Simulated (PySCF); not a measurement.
AsH₃, SMILES `[AsH3]`.

Method: ωB97X/def2-TZVP; geometry: GFN2-xTB; program: PySCF. No frequency check shows the geometry to be a minimum. A basis without diffuse functions makes polarisabilities too small. GFN2-xTB bond lengths at metals and heavier atoms can be off by up to 0.1 Å and shapes distorted, which carries into these values.

Geometry (Å), atoms numbered from 1:

```
As1     -0.0000    0.0000   -0.0729
H2       0.3144   -1.1723    0.8014
H3       0.8581    0.8579    0.8020
H4      -1.1720    0.3137    0.8022
```

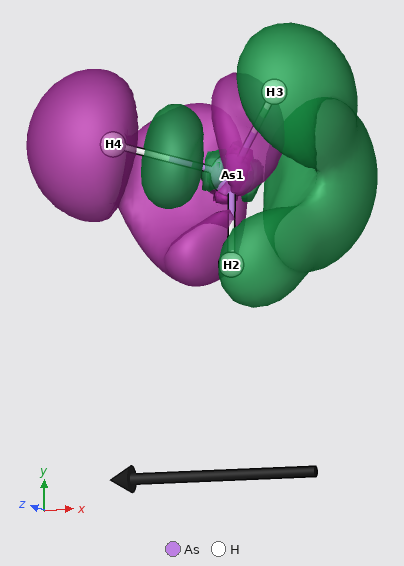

Change of the electron density in a uniform field of 0.21 V/Å along −x (arrow), surfaces at ±0.0015 e/Å³ (green: gain, purple: loss).

The field was applied in both directions; the picture shows the one opposite to the script's first.

How large is the response?

The induced dipole is 0.32 D (along the field); α along this axis, from the fields in both directions, is 31 bohr³ (4.6 Å³).

The PySCF run took 8.9 s on 1 thread of Intel(R) Xeon(R) Platinum 8259CL CPU @ 2.50GHz (Skylake/Cascade Lake), with other jobs on the host, peak memory 0.27 GiB.
